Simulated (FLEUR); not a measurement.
**FePt (Tetraferroplatinum): cost and accuracy of the basis cutoff**

Two starts of FePt (Tetraferroplatinum) are run at each rung of the basis cutoff. Which rung is enough?

Main program and level: FLEUR MaX-R8.1; LDA (VWN); all-electron FLAPW, Dirac cores, scalar-relativistic bands.

## Step 1: Set-up

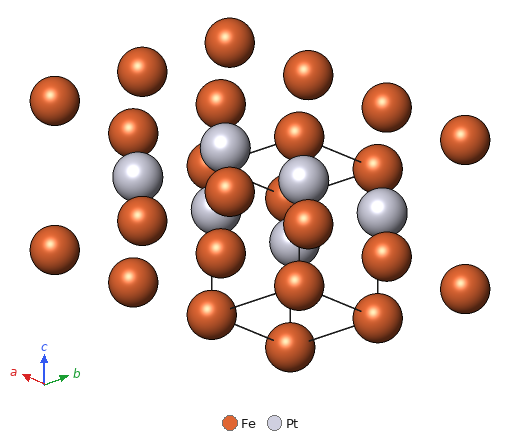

The starting structure, seen from a free direction (iron orange, platinum light grey). 3×2×1 cells are drawn. Some periodic images of atoms are drawn too.

## Step 2: Rung 1 (Kmax 2.16 1/bohr), start ferro +

The ladder starts at a small basis and climbs, to see from where on the results stand still.

inpgen writes inp.xml from crystal.txt; cutoffs, mixing, functional, smearing and local orbitals are then set in the file. The k list default-1 (kpts.xml, not shown) is a Γ-centred 10×10×10 mesh; where the ranks do not divide the number of points, some are split in two of half the weight.

File inp.xml:

```
<?xml version="1.0" encoding="UTF-8" standalone="no"?>
<fleurInput fleurInputVersion="0.39">
   <comment>
      FePt
   </comment>
   <calculationSetup>
      <cutoffs Kmax="2.16" Gmax="6.5" GmaxXC="6.5" numbands="0"/>
      <scfLoop itmax="90" minDistance="0.00002" maxIterBroyd="15" imix="Anderson" alpha="0.05" precondParam="0.5" spinf="2.0" sdNocoIR="T"/>
      <coreElectrons ctail="T" frcor="F" kcrel="0" coretail_lmax="0"/>
      <xcFunctional name="vwn" relativisticCorrections="F"/>
      <magnetism jspins="2"/>
      <soc l_soc="F" theta="0.0" phi="0.0" spav="F"/>
      <expertModes spex="0" secvar="F"/>
      <geometryOptimization l_f="F" forcealpha="1.0" forcemix="BFGS" epsdisp="0.00001" epsforce="0.00001"/>
      <ldaU l_linMix="F" mixParam="0.05" spinf="1.0"/>
   </calculationSetup>
   <cell>
      <bzIntegration valenceElectrons="32.0" mode="hist" fermiSmearingEnergy="0.00183747">
         <kPointListSelection listName="default-1"/>
         <xi:include xmlns:xi="http://www.w3.org/2001/XInclude" href="kpts.xml"> </xi:include>
      </bzIntegration>
      <xi:include xmlns:xi="http://www.w3.org/2001/XInclude" href="sym.xml"> </xi:include>
      <bulkLattice scale="1.0">
         <bravaisMatrix>
            <row-1>    5.1466691003480998     0.0000000000000000     0.0000000000000000</row-1>
            <row-2>    0.0000000000000000     5.1466691003480998     0.0000000000000000</row-2>
            <row-3>    0.0000000000000000     0.0000000000000000     7.0297811835120001</row-3>
         </bravaisMatrix>
      </bulkLattice>
   </cell>
   <atomSpecies>
      <species name="Iron (Fe) 2.800" element="Fe" atomicNumber="26">
         <mtSphere radius="2.47" gridPoints="817" logIncrement="0.015"/>
         <atomicCutoffs lmax="10" lnonsphr="8"/>
         <electronConfig flipSpins="F">
            <coreConfig>(1s1/2) (2s1/2) (2p1/2) (2p3/2)</coreConfig>
            <valenceConfig>(3s1/2) (3p1/2) (3p3/2) (4s1/2) (3d3/2) (3d5/2)</valenceConfig>
            <stateOccupation state="(3d3/2)" spinUp="1.4" spinDown="1.0"/>
            <stateOccupation state="(3d5/2)" spinUp="3.0" spinDown="0.6"/>
         </electronConfig>
         <energyParameters s="4" p="4" d="3" f="4"/>
         <lo type="SCLO" l="0" n="3" eDeriv="0"/>
         <lo type="SCLO" l="1" n="3" eDeriv="0"/>
      </species>
      <species name="Platinum (Pt)" element="Pt" atomicNumber="78">
         <mtSphere radius="2.47" gridPoints="817" logIncrement="0.016"/>
         <atomicCutoffs lmax="10" lnonsphr="8"/>
         <electronConfig flipSpins="F">
            <coreConfig>(1s1/2) (2s1/2) (2p1/2) (2p3/2) (3s1/2) (3p1/2) (3p3/2) (4s1/2) (3d3/2) (3d5/2) (4p1/2) (4p3/2) (5s1/2) (4d3/2) (4d5/2) (4f5/2) (4f7/2)</coreConfig>
            <valenceConfig>(5p1/2) (5p3/2) (6s1/2) (5d3/2) (5d5/2)</valenceConfig>
            <stateOccupation state="(6s1/2)" spinUp="0.500000" spinDown="0.500000"/>
            <stateOccupation state="(5d3/2)" spinUp="1.800000" spinDown="1.800000"/>
            <stateOccupation state="(5d5/2)" spinUp="2.700000" spinDown="2.700000"/>
         </electronConfig>
         <energyParameters s="6" p="6" d="5" f="5"/>
         <lo type="SCLO" l="1" n="5" eDeriv="0"/>
      </species>
   </atomSpecies>
   <atomGroups>
      <atomGroup species="Iron (Fe) 2.800">
         <relPos label="                   1">.0000000000 .0000000000 .0000000000</relPos>
         <force calculate="T" relaxXYZ="TTT"/>
      </atomGroup>
      <atomGroup species="Platinum (Pt)">
         <relPos label="                   2">1.000/2.000 1.000/2.000 1.000/2.000</relPos>
         <force calculate="T" relaxXYZ="TTT"/>
      </atomGroup>
   </atomGroups>
   <output dos="F" band="F" slice="F">
      <bandDOS minEnergy="-.5*Htr" maxEnergy="0.5*Htr" sigma="0.015" storeEVData="T"/>
      <plotting iplot="0" polar="F">
         <plot TwoD="T" vec1="  1.0  0.0  0.0" vec2="  0.0  1.0  0.0" vec3="  0.0  0.0  1.0" zero="  0.0  0.0  0.0" file="plot"/>
      </plotting>
      <moessbauerParams electricFieldGradient="F" isomerShift="F" coreHyperfine="F" valenceHyperfine="F"/>
   </output>
</fleurInput>
```

File crystal.txt:

```
FePt
&input film=F cartesian=F /
2.72350000000  0.00000000000  0.00000000000
0.00000000000  2.72350000000  0.00000000000
0.00000000000  0.00000000000  3.72000000000
1.8897261246
1.0 1.0 1.0

2
26 0.00000000000  0.00000000000  0.00000000000 : 2.800
78 0.50000000000  0.50000000000  0.50000000000

&kpt div1=10 div2=10 div3=10 gamma=T /
```

The run is started by

```sh
$ OMP_NUM_THREADS=1 inpgen -f crystal.txt > inpgen.log  # inp.xml is then edited as shown
$ OMP_NUM_THREADS=1 mpirun -n 4 fleur_MPI > fleur.log
```

The log of the run:

```text
Welcome to FLEUR        (www.flapw.de)
      MaX-Release 8.1          (www.max-centre.eu)

 ========== k-point set info ==========
 Selected k-point list: default-1
 k-point list type: mesh
 0 x 0 x 0
 Number of k points: 128

 ------------Calculation Setup---------------------------
 Number of MPI-tasks      :            4
 Number of PE/node        :            4
 Number of OMP-threads    :            1
 k-points in parallel     :            4
 pe's per k-point         :            1
 No of k-point loops      :           32
 Eigenvalue solver        :       lapack
 Number of basis functions:           56
 Approximate size of matrices (H+S) per k-point:         0.000 GB
 --------------------------------------------------------
 Iteration:     1   Distance:      57.66518039 me/bohr^3
 Iteration:     2   Distance:      44.19513559 me/bohr^3
 Iteration:     3   Distance:      34.78445123 me/bohr^3
 Iteration:     4   Distance:      14.79863406 me/bohr^3
 Iteration:     5   Distance:      11.15300516 me/bohr^3
 Iteration:     6   Distance:      10.10680492 me/bohr^3
 Iteration:     7   Distance:       4.45979587 me/bohr^3
 Iteration:     8   Distance:       3.26348465 me/bohr^3
 Iteration:     9   Distance:       1.43902740 me/bohr^3
 Iteration:    10   Distance:       0.62533023 me/bohr^3
 Iteration:    11   Distance:       0.41820246 me/bohr^3
 Iteration:    12   Distance:       0.14333813 me/bohr^3
 Iteration:    13   Distance:       0.16196858 me/bohr^3
 Iteration:    14   Distance:       0.06968044 me/bohr^3
 Iteration:    15   Distance:       0.01166507 me/bohr^3
 Iteration:    16   Distance:       0.01053113 me/bohr^3
 Iteration:    17   Distance:       0.00870078 me/bohr^3
 Iteration:    18   Distance:       0.00260635 me/bohr^3
 Iteration:    19   Distance:       0.00131564 me/bohr^3
 Iteration:    20   Distance:       0.00089226 me/bohr^3
 Iteration:    21   Distance:       0.00057724 me/bohr^3
 Iteration:    22   Distance:       0.00015390 me/bohr^3
 Iteration:    23   Distance:       0.00004003 me/bohr^3
 Iteration:    24   Distance:       0.00003177 me/bohr^3
 Iteration:    25   Distance:       0.00000400 me/bohr^3

 ********************************************************************
 Run finished successfully
 Stop message:
   all done
 ********************************************************************

--- out.xml (last complete iteration) ---
<iteration numberForCurrentRun="   25" overallNumber="   25">
         [... left out ...]
         <bandgap value="0.0042405070" units="eV"/>
         <sumValenceSingleParticleEnergies value="-23.0489775874" units="Htr"/>
         <FermiEnergy value="0.3073904130" units="Htr"/>
         <valenceDensity>
            <mtCharges spin="1">
               <mtCharge atomType="1" total="8.7372753" s="1.2047280" p="3.1914343" d="4.2473367" f="0.0528281"/>
               <mtCharge atomType="2" total="7.0674929" s="0.2767310" p="3.1501720" d="3.5551011" f="0.0508230"/>
            </mtCharges>
            <mtCharges spin="2">
               <mtCharge atomType="1" total="6.3204114" s="1.1988606" p="3.1845822" d="1.8607933" f="0.0423921"/>
               <mtCharge atomType="2" total="6.8755563" s="0.2913848" p="3.1745967" d="3.3563456" f="0.0305869"/>
            </mtCharges>
            <spinDependentCharge spin="1" total="17.3415389" interstitial="1.5367707" mtSpheres="15.8047682"/>
            <spinDependentCharge spin="2" total="14.6584611" interstitial="1.4624935" mtSpheres="13.1959677"/>
            <totalCharge value="32.0000000000"/>
         </valenceDensity>
         [... left out ...]
         <magneticMomentsInMTSpheres units="muBohr">
            <globalMagMoment atomType="1" vec="0.00000   0.00000   2.41686"/>
            <localMagMoment atomType="1" vec="0.00000   0.00000   2.41686"/>
            <globalMagMoment atomType="2" vec="0.00000   0.00000   0.19194"/>
            <localMagMoment atomType="2" vec="0.00000   0.00000   0.19194"/>
         </magneticMomentsInMTSpheres>
         [... left out ...]
         <totalEnergy value="   -19706.3078877730" units="Htr">
            <sumOfEigenvalues value="   -12078.7525658113">
               <coreElectrons value="-12055.7035882239"/>
               <valenceElectrons value="-23.0489775874"/>
            </sumOfEigenvalues>
            <densityCoulombPotentialIntegral value="-33926.3176854618"/>
            <densityEffectivePotentialIntegral value="-34457.3590327589"/>
            <chargeDenXCDenIntegral value="-400.1792832548"/>
            <FockExchangeEnergyValence value="0.0000000000"/>
            <FockExchangeEnergyCore value="0.0000000000"/>
         [... left out ...]
            <tkbTimesEntropy value="0.0008978878"/>
            <freeEnergy value="-19706.3087856608"/>
            <extrapolationTo0K value="-19706.3083367169"/>
         </totalEnergy>
         <densityConvergence units="me/bohr^3">
            <chargeDensity spin="1" distance="0.0000024464"/>
            <chargeDensity spin="2" distance="0.0000021555"/>
            <overallChargeDensity distance="0.0000039972"/>
            <spinDensity distance="0.0000022988"/>
         </densityConvergence>
      </iteration>
```

It took 12 s on 4 MPI ranks of Arm Neoverse V2, shared host; peak memory 0.2 GiB.

Spin moment in the muffin-tin sphere by atom:

```
atom  spin moment in the muffin-tin sphere (μB)
 Fe1                                       2.42
 Pt2                                       0.19
```

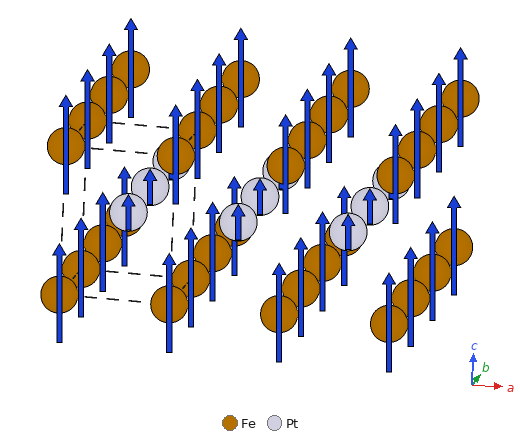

Spin moment in the muffin-tin sphere as arrows, the longest 2.42 μB. Up and down stand for the sign. Arrows give size and sign along the axis of quantisation, drawn up and down the page. Each arrow also spans its atom, so small moments look longer than they are. 3×3×1 cells are drawn. Some periodic images of atoms are drawn too.

Numbers from this step:

| Property | Result |
| --- | --- |
| free energy | -536235.9798 eV |
| program's band gap on this mesh (in a metal only a level spacing) | 0.004241 eV |
| magnetization | 2.683 μB |
| final state | ferromagnetic |

After 25 cycles the largest moment stands at 2.42 μB.

## Step 3: Rung 1 (Kmax 2.16 1/bohr), start antiferro q=(0,1/2,0) +-

The second start gives the energy difference between the two end states, the quantity that is followed up the ladder. Its q is in fractions of the primitive cell's reciprocal vectors.

The k list default-1 (kpts.xml, not shown) is a Γ-centred 10×5×10 mesh.

Edit inp.xml of step 2 so:

```diff
@@ -17,3 +17,3 @@
    <cell>
-      <bzIntegration valenceElectrons="32.0" mode="hist" fermiSmearingEnergy="0.00183747">
+      <bzIntegration valenceElectrons="64.0" mode="hist" fermiSmearingEnergy="0.00183747">
          <kPointListSelection listName="default-1"/>
@@ -25,3 +25,3 @@
             <row-1>    5.1466691003480998     0.0000000000000000     0.0000000000000000</row-1>
-            <row-2>    0.0000000000000000     5.1466691003480998     0.0000000000000000</row-2>
+            <row-2>    0.0000000000000000    10.2933382006961995     0.0000000000000000</row-2>
             <row-3>    0.0000000000000000     0.0000000000000000     7.0297811835120001</row-3>
@@ -39,2 +39,15 @@
             <stateOccupation state="(3d5/2)" spinUp="3.0" spinDown="0.6"/>
+         </electronConfig>
+         <energyParameters s="4" p="4" d="3" f="4"/>
+         <lo type="SCLO" l="0" n="3" eDeriv="0"/>
+         <lo type="SCLO" l="1" n="3" eDeriv="0"/>
+      </species>
+      <species name="Iron (Fe) -2.800" element="Fe" atomicNumber="26">
+         <mtSphere radius="2.47" gridPoints="817" logIncrement="0.015"/>
+         <atomicCutoffs lmax="10" lnonsphr="8"/>
+         <electronConfig flipSpins="F">
+            <coreConfig>(1s1/2) (2s1/2) (2p1/2) (2p3/2)</coreConfig>
+            <valenceConfig>(3s1/2) (3p1/2) (3p3/2) (4s1/2) (3d3/2) (3d5/2)</valenceConfig>
+            <stateOccupation state="(3d3/2)" spinUp="1.0" spinDown="1.4"/>
+            <stateOccupation state="(3d5/2)" spinUp="0.6" spinDown="3.0"/>
          </electronConfig>
@@ -63,4 +76,9 @@
       </atomGroup>
+      <atomGroup species="Iron (Fe) -2.800">
+         <relPos label="                   2">.0000000000 1.000/2.000 .0000000000</relPos>
+         <force calculate="T" relaxXYZ="TTT"/>
+      </atomGroup>
       <atomGroup species="Platinum (Pt)">
-         <relPos label="                   2">1.000/2.000 1.000/2.000 1.000/2.000</relPos>
+         <relPos label="                   3">1.000/2.000 1.000/4.000 1.000/2.000</relPos>
+         <relPos label="                   4">1.000/2.000 -1.000/4.000 1.000/2.000</relPos>
          <force calculate="T" relaxXYZ="TTT"/>
```

File crystal.txt:

```
FePt
&input film=F cartesian=F /
2.72350000000  0.00000000000  0.00000000000
0.00000000000  5.44700000000  0.00000000000
0.00000000000  0.00000000000  3.72000000000
1.8897261246
1.0 1.0 1.0

4
26 0.00000000000  0.00000000000  0.00000000000 : 2.800
26 0.00000000000  0.50000000000  0.00000000000 : -2.800
78 0.50000000000  0.25000000000  0.50000000000
78 0.50000000000  0.75000000000  0.50000000000

&kpt div1=10 div2=5 div3=10 gamma=T /
```

The log of the run:

```text
[banner, memory and clock lines left out]
Welcome to FLEUR        (www.flapw.de)
      MaX-Release 8.1          (www.max-centre.eu)

 ========== k-point set info ==========
 Selected k-point list: default-1
 k-point list type: mesh
 10 x 5 x 10
 Number of k points: 108

 [... set-up left out ...]
 Iteration:     1   Distance:      57.94611678 me/bohr^3
 Iteration:     2   Distance:      44.24674270 me/bohr^3
 Iteration:     3   Distance:      34.80498118 me/bohr^3
 Iteration:     4   Distance:      15.47137616 me/bohr^3
 Iteration:     5   Distance:      11.17204370 me/bohr^3
 Iteration:     6   Distance:      10.14562480 me/bohr^3
 Iteration:     7   Distance:       3.87415964 me/bohr^3
 Iteration:     8   Distance:       3.22046663 me/bohr^3
[... lines left out ...]
 Iteration:    23   Distance:       0.00185287 me/bohr^3
 Iteration:    24   Distance:       0.00213528 me/bohr^3
 Iteration:    25   Distance:       0.00061723 me/bohr^3
 Iteration:    26   Distance:       0.00008473 me/bohr^3
 Iteration:    27   Distance:       0.00024427 me/bohr^3
 Iteration:    28   Distance:       0.00001829 me/bohr^3

 ********************************************************************
 Run finished successfully
 Stop message:
   all done
 ********************************************************************

--- out.xml (last complete iteration) ---
<iteration numberForCurrentRun="   28" overallNumber="   28">
         [... left out ...]
         <bandgap value="0.0000000610" units="eV"/>
         <sumValenceSingleParticleEnergies value="-46.0759981311" units="Htr"/>
         <FermiEnergy value="0.3095403273" units="Htr"/>
         [... left out ...]
         <magneticMomentsInMTSpheres units="muBohr">
            <globalMagMoment atomType="1" vec="0.00000   0.00000   2.35442"/>
            <globalMagMoment atomType="2" vec="0.00000   0.00000  -2.35442"/>
            <globalMagMoment atomType="3" vec="0.00000   0.00000   0.00000"/>
         </magneticMomentsInMTSpheres>
         [... left out ...]
         <totalEnergy value="   -39412.6177041718" units="Htr">
            <sumOfEigenvalues value="   -24157.4379647646">
               <coreElectrons value="-24111.3619666335"/>
               <valenceElectrons value="-46.0759981311"/>
            </sumOfEigenvalues>
         [... left out ...]
            <freeEnergy value="-39412.6195274864"/>
            <extrapolationTo0K value="-39412.6186158291"/>
         </totalEnergy>
         <densityConvergence units="me/bohr^3">
            <chargeDensity spin="1" distance="0.0000107592"/>
            <chargeDensity spin="2" distance="0.0000115026"/>
            <overallChargeDensity distance="0.0000127183"/>
            <spinDensity distance="0.0000182862"/>
         </densityConvergence>
      </iteration>
```

Wall time 44 s (4 MPI ranks); peak memory 0.31 GiB; 2.9 min of CPU time.

Spin moment in the muffin-tin sphere by atom:

```
atom  spin moment in the muffin-tin sphere (μB)
 Fe1                                       2.35
 Fe2                                      -2.35
 Pt3                                       0.00
 Pt4                                       0.00
```

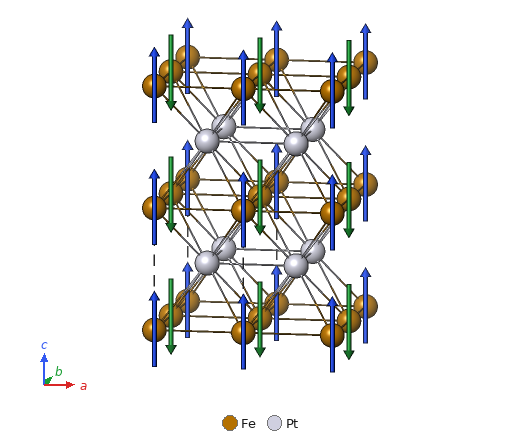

Spin moment in the muffin-tin sphere as arrows, the longest 2.35 μB. Up and down stand for the sign. Arrows give size and sign along the axis of quantisation, drawn up and down the page. The two directions have two colours. 2×1×2 cells are drawn. Some periodic images of atoms are drawn too.

Numbers from this step:

```
free energy                                                       : -1072472.0129 eV
program's band gap on this mesh (in a metal only a level spacing) : 6.10e-8 eV
magnetization                                                     : 0 μB
final state                                                       : antiferromagnetic
```

This start lies -26.6 meV a seeded atom from the first; its largest moment is 2.35 μB.

(Part 1 of 4 ends here.)

[Logs and program files are shortened in this print: banners, set-up blocks, solver, clock and traceback lines can be left out without a mark of their own.]

[Logs are printed without paths, hosts, clocks, repeated set-up lines and the standing remarks that a program may print on its own settings, such as how far it seeks lower states.]

[Hosts, paths, dates, database ids (printed as entryN), source tags and the programs' standing remarks are cut or masked in the printed files.]

[Where a cell is said to come from a database of computed structures, the database is the Materials Project.]
